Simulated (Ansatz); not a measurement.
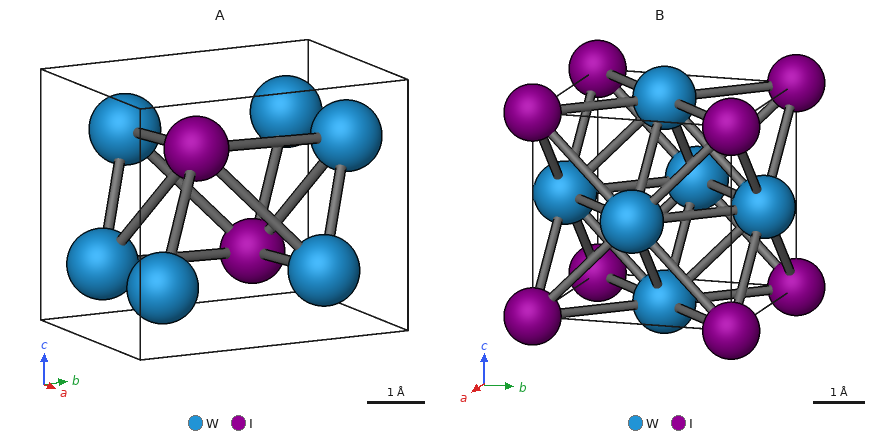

Two structures of W3I, each relaxed to rest (conventional cells in solid outline, small ones repeated, not to one scale). Method: DFT PBE, scalar-relativistic, plane waves, PAW in Ansatz 0.2.0, without spin polarisation.

Question: Identify the two structures.

Answer: A: 8 atoms a cell on a primitive hexagonal lattice, P6_3/mmc. B: Cu₃Au (L1₂) type, Pm-3m.

Question: Which polymorph does the calculation favour, and by how much?

Answer: A is lower, by 329 meV/atom at this level of theory (energies at zero smearing). Volumes: A 21.3, B 17.9 Å³/atom.

One or both may be structure types tried for this composition rather than known phases.
